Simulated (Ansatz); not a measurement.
Consider H₄NOPSi (SMILES O[SiH]1NP1).

Input

```
crystal:
  periodic: [false, false, false]
  atoms:
    - {symbol: O, position_ang: [-0.397679, 1.835471, -0.764002]}
    - {symbol: Si, position_ang: [0.097763, 0.582379, 0.155840]}
    - {symbol: N, position_ang: [0.436880, -0.907485, -0.557519]}
    - {symbol: P, position_ang: [-0.959278, -1.307487, 0.483650]}
    - {symbol: H, position_ang: [-0.980491, 1.634935, -1.499498]}
    - {symbol: H, position_ang: [1.003083, 1.168665, 1.160182]}
    - {symbol: H, position_ang: [1.202639, -1.519118, -0.781930]}
    - {symbol: H, position_ang: [-0.310715, -1.544462, 1.747577]}
basis:
  gaussian: {orbitals: def2-TZVPP}
hamiltonian: {xc: pbe0, dispersion: d4}
output: {orbitals: {seedname: orbitals}}
```

Launched as:

```sh
ansatz run in.yaml --threads 2 --pin off --events-out ev --progress --plain --max-ram 4352MiB
```

Geometry: PBE0-D4/def2-TZVP.

Method: Ansatz 0.2.0, RKS PBE0-D4/def2-TZVPP.

> What can the converged electron density and electron localisation function tell about the bonding?

Si–N (1.69 Å): ρ is about 1.1 e/Å³ halfway; the ELF peaks at about 0.85 between the atoms (a shared but strongly polarised pair).
P–N (1.79 Å): ρ is about 1.1 e/Å³ halfway; the ELF peaks at about 0.85 between the atoms; a shared but strongly polarised pair.
Si–P (2.19 Å): ρ at the midpoint is about 0.68 e/Å³; the ELF peaks at about 0.75 between the atoms.

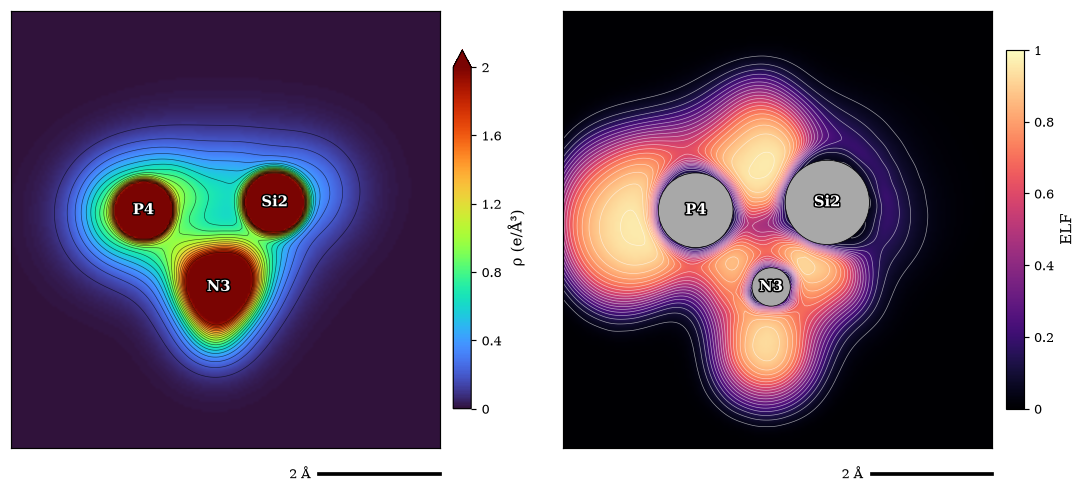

Computed electron density and electron localisation function on the plane of atoms Si2, N3 and P4, in this order. Grey discs cover the atomic cores in the ELF map. 
